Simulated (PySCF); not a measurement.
**IBr: from the state search to spectroscopic constants**

Aim: find the lowest electronic state of IBr, scan its bond at several levels of theory, and get bond length, wavenumber and dissociation energy from each curve.

The runs use PySCF 2.14.0; I x2c-TZVPPall, Br x2c-TZVPPall, spin-free X2C with a Gaussian nucleus.

## (1) The job

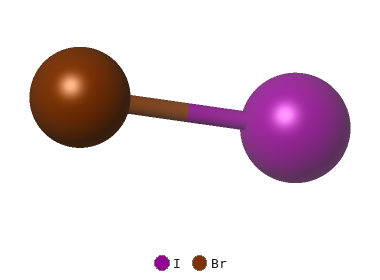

The two atoms at the starting distance (iodine purple, bromine brown).

The job is set up so:

```
atoms                         : I, Br
charge                        : 0
basis                         : I x2c-TZVPPall, Br x2c-TZVPPall
Hamiltonian                   : spin-free X2C with a Gaussian nucleus
basis functions               : 108
electrons treated             : 88
masses in u                   : 126.9045, 78.9183
levels                        : PBE0, PBE, r²SCAN, BP86, MN15, r²SCAN0, B2PLYP, ωB97X, HF, MP2, SCS-MP2, CCSD, CCSD(T)
grid                          : 80 radial by 434 angular points
occupations                   : held fixed by the projection of orbital angular momentum
dissociation limit            : I + Br, each in its ground configuration
starting distance in angstrom : 2.425
values of 2S to try           : 0, 2
```

The run is started by

```
$ OMP_NUM_THREADS=2 python dia.py task.json out
```

After this run come: First curve: PBE0; Excited determinants; PBE (GGA); r²SCAN; BP86 (GGA); MN15 (hybrid meta-GGA); r²SCAN0; B2PLYP (double hybrid); ωB97X; RHF (mean field); Correlated methods on the Hartree–Fock reference.

What does the calculation give? Wanted: for each run, Re; ωe; De; μ.

The runs gave:

Lowest PBE0 solution found, without spin–orbit coupling: ¹Σ⁺ (singlet), closed shell. State 2 has its PBE0 minimum 1.43 eV higher. The other levels ran on the lowest alone.

```
      level  Re (Å)  ωe (cm⁻¹)  De (eV)  μ (D)
        RHF   2.465      291.8     0.67  -0.78
    RHF-MP2   2.456      284.3     2.12    n/a
RHF-SCS-MP2   2.472      276.6     1.98    n/a
   RHF-CCSD   2.476      274.6     1.80    n/a
RHF-CCSD(T)   2.485      266.4     1.96    n/a
        PBE   2.495      262.3     2.39  -0.63
       BP86   2.502      259.1     2.34  -0.62
     r²SCAN   2.480      270.9     2.20  -0.61
       PBE0   2.464      279.8     2.17  -0.63
    r²SCAN0   2.458      284.1     2.02  -0.62
       MN15   2.463      275.0     1.95  -0.73
      ωB97X   2.461      286.0     2.01  -0.71
     B2PLYP   2.484      270.4     2.03  -0.75
```

De is counted to I + Br in their ground configurations. A positive dipole means I(−)Br(+).

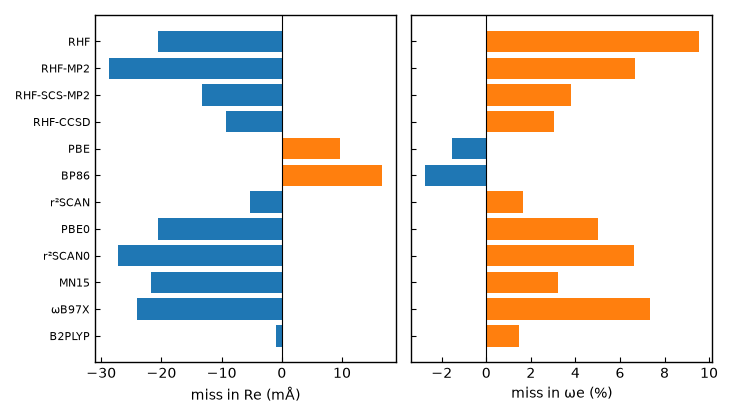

How far each level lies from CCSD(T) in the same basis.

What this shows: Against CCSD(T) in the same basis, the bond length is nearest at B2PLYP (-1 mÅ) and farthest at RHF-MP2 (-29 mÅ); the wavenumber is nearest at B2PLYP (+1.5 %) and farthest at RHF (+9.5 %). Hartree–Fock makes the bond too short and too stiff against this reference, as it mostly does. PBE gives a bond that is too long and too soft, as GGAs tend to. Among the levels with a De in the table, it runs from 0.67 eV (RHF) to 2.39 eV (PBE).

Correlated steps freeze 27 core orbitals. Spin–orbit coupling is left out, which matters for elements this heavy, above all for dissociation energies. B2PLYP dipoles, levels and charges come from its SCF part alone.
